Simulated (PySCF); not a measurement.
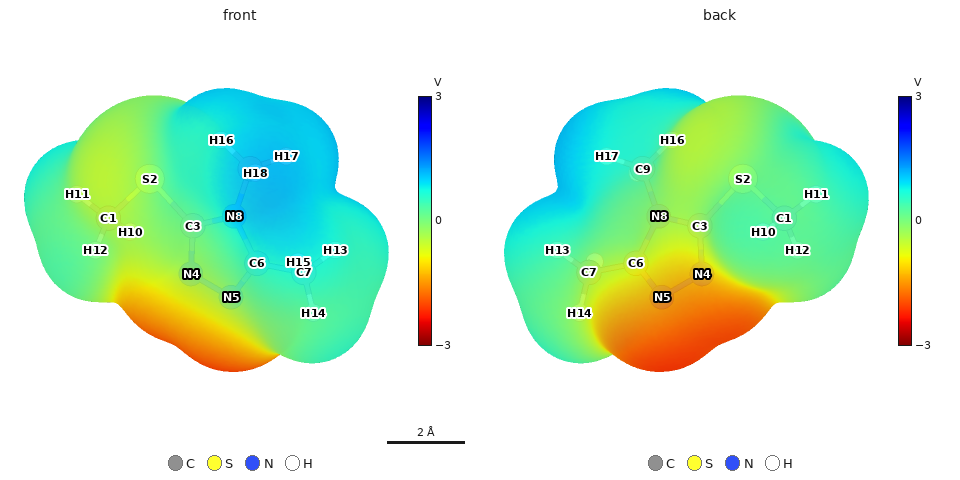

The picture shows: C$_{5}$H$_{9}$N$_{3}$S (SMILES CSc1nnc(C)n1C). The molecular electrostatic potential painted on the density surface at 0.001 e/bohr³, seen from the front and from behind; red is negative and blue positive.

Geometry: GFN2-xTB.

These are results of PBE0/pcSseg-1, SCF density, gas phase, non-relativistic (PySCF), not measurements.

Input

```
{"job": {"kind": "nmr", "xc": "PBE0", "basis": "pcSseg-1"}, "charge": 0, "multiplicity": 1}
C      3.440791    -0.159577    -0.467393
S      2.156377    -0.743493     0.665683
C      0.788701    -0.014097    -0.117522
N      0.823401     0.732444    -1.186273
N     -0.441581     1.097241    -1.461181
C     -1.228606     0.574787    -0.567529
C     -2.698176     0.720126    -0.494333
N     -0.493813    -0.156366     0.332889
C     -0.962809    -0.896623     1.466957
H      3.278791    -0.610328    -1.440982
H      4.392289    -0.468532    -0.046643
H      3.374520     0.920485    -0.539893
H     -3.181633    -0.252696    -0.577402
H     -3.024555     1.354951    -1.311570
H     -2.991109     1.171275     0.453475
H     -0.104735    -1.258829     2.030774
H     -1.564417    -1.748687     1.142491
H     -1.572196    -0.255763     2.106795
```

Launched as:

```sh
OMP_NUM_THREADS=1 python probes_run.py task.json out
```

Where is the surface potential most negative and most positive?

The most negative region (about −2.1 V) lies over N5, the most positive (about +1.2 V) over H15 and H18. N5 is the likeliest acceptor of a hydrogen bond.
